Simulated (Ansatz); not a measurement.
CH$_{2}$BrFOSi (SMILES FC1(Br)O[SiH2]1)

Input file:

```
crystal:
  periodic: [false, false, false]
  atoms:
    - {symbol: F, position_ang: [-0.738406, -1.278664, 1.321256]}
    - {symbol: C, position_ang: [0.078120, -0.729801, 0.408619]}
    - {symbol: Br, position_ang: [1.772728, -1.661409, 0.455971]}
    - {symbol: O, position_ang: [-0.498140, -0.662165, -0.855562]}
    - {symbol: Si, position_ang: [-0.156474, 0.912192, -0.331752]}
    - {symbol: H, position_ang: [-1.335061, 1.740933, -0.013994]}
    - {symbol: H, position_ang: [0.938433, 1.610913, -1.030338]}
basis:
  gaussian: {orbitals: def2-TZVPP}
hamiltonian: {xc: pbe0, dispersion: d4}
output: {orbitals: {seedname: orbitals}}
```

Command:

```sh
ansatz run in.yaml --threads 4 --pin off --events-out ev --progress --plain --max-ram 10444MiB
```

Geometry: PBE0-D4/def2-TZVP.

Level of theory: RKS PBE0-D4/def2-TZVPP (Ansatz).

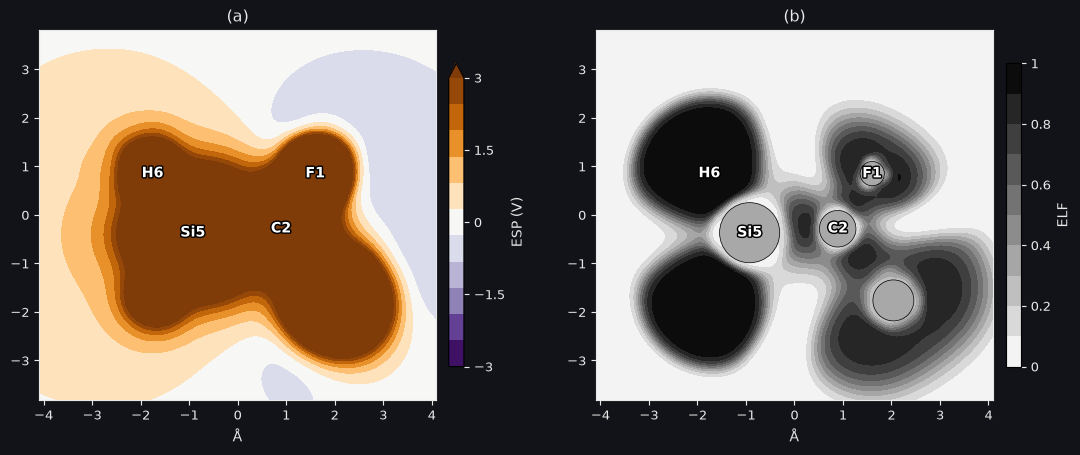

Figure 1. (a) electrostatic potential; (b) electron localisation function on the plane of atoms C2, Si5 and H6. Grey discs cover the atomic cores in the ELF map.

### Describe what can be read from this map.

Atoms in the plane: F, C, Si and H. C–F (1.34 Å): the ELF peaks at about 0.85 between the atoms: a polar covalent bond. C–Si (1.82 Å): the ELF peaks at about 0.85 between the atoms, as expected for localised, covalent bonding. Si–H (1.48 Å): the ELF climbs to about 1 towards the hydrogen, as it does in any bond to H. The ELF also peaks beside Br3 and F1, away from the bonds: lone-pair regions. Outside the dense part of the molecule the potential is most negative (−0.7 V) near F1.

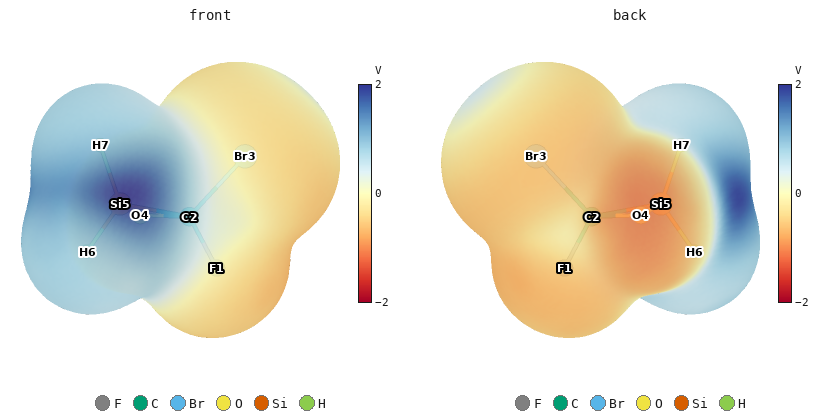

Figure 2. The molecular electrostatic potential painted on the density surface at 0.001 e/bohr³, seen from the front and from behind; red is negative and blue positive.

### Which sites attract a positive test charge, and which a negative one?

A positive charge is drawn to the negative regions and a negative charge to the positive ones. The most negative region (about −1.0 V, or −23 kcal/mol for a unit charge) lies over O4, the most positive (about +1.9 V, or +44 kcal/mol for a unit charge) over Si5. Br3 shows a σ-hole: about +0.4 V, or +9 kcal/mol for a unit charge at the tip opposite its bond, against about −0.5 V, or −12 kcal/mol for a unit charge on its flanks.

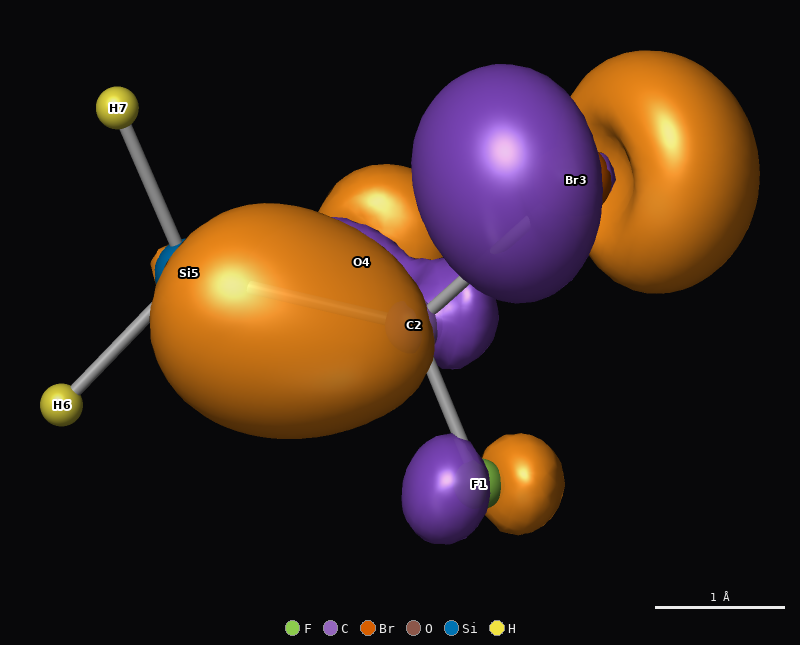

Figure 3. One frontier orbital at ±0.15 Å⁻³ᐟ² (orange and purple are the two phases), seen at a tilt.

### Which orbital is it: HOMO or LUMO?

The HOMO, at −7.74 eV. It lies mainly on Br3 (about 45 %), C2 (about 20 %), Si5 (about 20 %) and O4 (about 15 %).
